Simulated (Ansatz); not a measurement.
# Br2H2OSn: rigid torsion scan

Wanted for Br2H2OSn: a rigid torsion scan.

Computed with Ansatz 0.2.0 through its Python package. Level of theory: r2SCAN0/def2-SVP.

## Step 1: The system

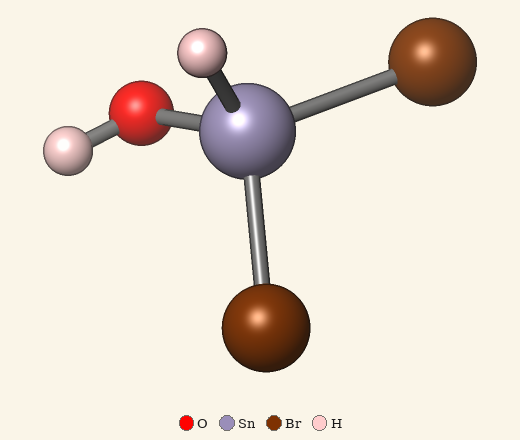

The starting structure, viewed from a chosen angle; oxygen red, tin purple, bromine brown, hydrogen pink.

The script holds or builds the structure itself.

## Step 2: Script

The input, run_torsion.py:

```python
"""Rigid torsion scan of Br2H2OSn."""

import warnings

import ansatz as az
from ase import Atoms

config = {
    "basis_set": "def2-SVP",
    "xc": "r2scan0",
    "fmax": 0.02,
}


def main() -> None:
    warnings.simplefilter("ignore", az.DeckWarning)

    atoms = Atoms(["O", "Sn", "Br", "Br", "H", "H"], positions=[
        (0.4531, 0.9823, -1.2277),
        (0.083, -0.1973, 0.2863),
        (1.8104, -1.9987, 0.2833),
        (-2.1196, -1.2301, 0.0584),
        (-0.3536, 1.6539, -1.229),
        (0.1687, 0.7258, 1.7826),
    ])

    # relax first, so that the scan starts from a minimum
    first = (
        az.Crystal.molecule_from_ase(atoms).calculation()
        .basis(gaussian=config["basis_set"])
        .functional(config["xc"])
        .relax(force_tolerance=config["fmax"], max_steps=80)
    )
    atoms.positions = first.run(threads=1, backend="cpu").report["positions_ang"]

    start = atoms.get_dihedral(2, 1, 0, 4)
    energies = {}
    for turn in range(0, 360, 40):
        turned = atoms.copy()
        turned.set_dihedral(2, 1, 0, 4, start + turn, indices=[0, 4])
        job = (
            az.Crystal.molecule_from_ase(turned).calculation()
            .basis(gaussian=config["basis_set"])
            .functional(config["xc"])
        )
        energies[round((start + turn) % 360)] = job.run(threads=1, backend="cpu").report["free_energy_ev"]
    floor = min(energies.values())
    print("dihedral Br2-Sn1-O0-H4 (deg)   E - E(min) (kcal/mol)")
    for angle, e in sorted(energies.items()):
        print(f"{angle:8d} {23.060548 * (e - floor):14.3f}  " + "#" * int(30 * (e - floor) / max(max(energies.values()) - floor, 1e-9)))


if __name__ == "__main__":
    main()
```

## Step 3: The input behind the calls

The engine receives this input (first run):

```yaml
crystal:
  periodic: [false, false, false]
  atoms:
    - { symbol: O, position_ang: [0.4531, 0.9823, -1.2277] }
    - { symbol: Sn, position_ang: [0.083, -0.1973, 0.2863] }
    - { symbol: Br, position_ang: [1.8104, -1.9987, 0.2833] }
    - { symbol: Br, position_ang: [-2.1196, -1.2301, 0.0584] }
    - { symbol: H, position_ang: [-0.3536, 1.6539, -1.229] }
    - { symbol: H, position_ang: [0.1687, 0.7258, 1.7826] }
basis:
  gaussian:
    orbitals: def2-SVP
hamiltonian:
  xc: r2scan0
relax:
  f_tol: 0.02
  max_steps: 80
```

## Step 4: The run

Launch:

```
> python run_torsion.py
```

The log of the run:

```text
dihedral Br2-Sn1-O0-H4 (deg)   E - E(min) (kcal/mol)
      19          0.509  ####
      59          0.000
      99          0.549  #####
     139          1.784  #################
     179          2.758  ##########################
     219          3.096  ##############################
     259          3.085  #############################
     299          2.721  ##########################
     339          1.726  ################
```

Wall time 4.1 min (1 thread of Arm Neoverse V2, shared host); peak memory 0.42 GiB.

## Step 5: How the relaxation of run 0 went

The steps of the relaxation:

| step | energy from step 1 (eV) | largest force component (eV/Å) |
| --- | --- | --- |
| 1 | 0.0000 | 2.8094 |
| 2 | -0.1940 | 1.4918 |
| 3 | -0.2255 | 1.5921 |
| 4 | -0.2524 | 0.4157 |
| 5 | -0.2796 | 0.4332 |
| 6 | -0.2947 | 0.3316 |
| 7 | -0.3187 | 0.1589 |
| 8 | -0.3192 | 0.1494 |
| 9 | -0.1002 | 3.5847 |
| 10 | -0.3290 | 0.1379 |
| 11 | -0.3348 | 0.0678 |
| 12 | -0.3375 | 0.0166 |
| 13 | -0.3359 | 0.4271 |
| 14 | -0.3377 | 0.0294 |
| 15 | -0.3379 | 0.0017 |

Step 1 is the start. Steps 9, 13 were tried and not accepted.

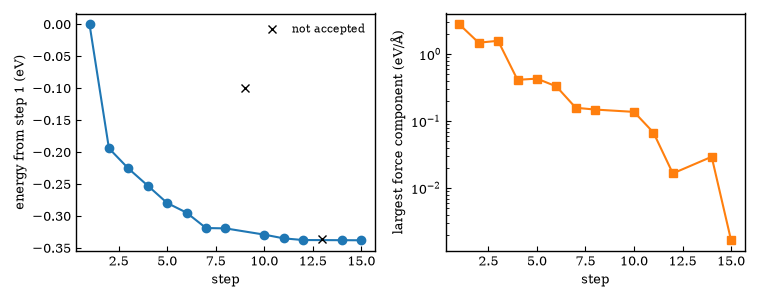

Energy and largest force along the relaxation.

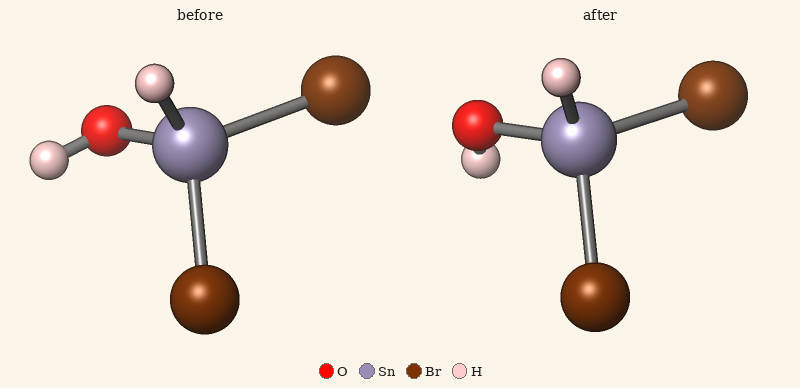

The structure before (left) and after (right) the relaxation, drawn at the same scale.

Before: Bond lengths: O1–Sn2 1.955 Å, Sn2–Br3 2.496 Å, Sn2–Br4 2.443 Å, O1–H5 1.050 Å, Sn2–H6 1.760 Å. Angles: O1–Sn2–Br3 107.7°, O1–Sn2–Br4 110.7°, O1–Sn2–H6 109.4°, Br3–Sn2–Br4 108.6°, Br3–Sn2–H6 110.2°, Br4–Sn2–H6 110.2°, Sn2–O1–H5 104.0°.

After: Bond lengths: O1–Sn2 1.954 Å, Sn2–Br3 2.472 Å, Sn2–Br4 2.473 Å, O1–H5 0.960 Å, Sn2–H6 1.689 Å. Angles: O1–Sn2–Br3 108.9°, O1–Sn2–Br4 108.8°, O1–Sn2–H6 107.5°, Br3–Sn2–Br4 106.9°, Br3–Sn2–H6 112.3°, Br4–Sn2–H6 112.3°, Sn2–O1–H5 114.4°.

Run 0 is this relaxation; the runs after it count from 1.

## Step 6: The engine's runs

The 9 runs, in the order started:

```tsv
run	turn (°)	energy from run 1 (eV)	SCF cycles	CPU time (s)
1	0	0.0000	17	8.4
2	40	0.0238	17	8.2
3	80	0.0773	17	8.2
4	120	0.1196	17	8.1
5	160	0.1343	17	8.2
6	200	0.1338	17	9
7	240	0.1180	17	8.1
8	280	0.0749	17	8.2
9	320	0.0221	17	8.2
```

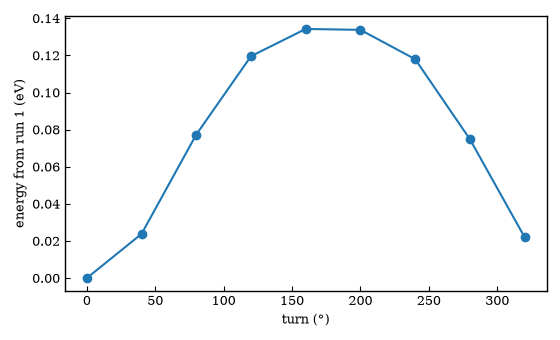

Energy against turn; lines join the points.

## Step 7: Outcome

```
              quantity     value
         runs compared         9
       range of energy  0.134 eV
lowest point, turn (°)         0
```

**Reading.** The lowest point lies at a turn of 0°, the highest 0.134 eV (13.0 kJ/mol) above it at 160°. The grid can miss the true lowest and highest points, and the rest of the molecule is held rigid. Run 0: The relaxation took 12 moves; the largest shift is 0.900 Å, of atom 5 (H). So large a move can change the bonding: the results belong to the relaxed structure. The scan is rigid and the energies are electronic, in a modest basis. With rigid groups the curve can differ much from the relaxed path, the start wasn't checked as a minimum of this torsion, and equivalent turns needn't return to the same energy. def2 sets replace the cores of elements past krypton by effective core potentials.
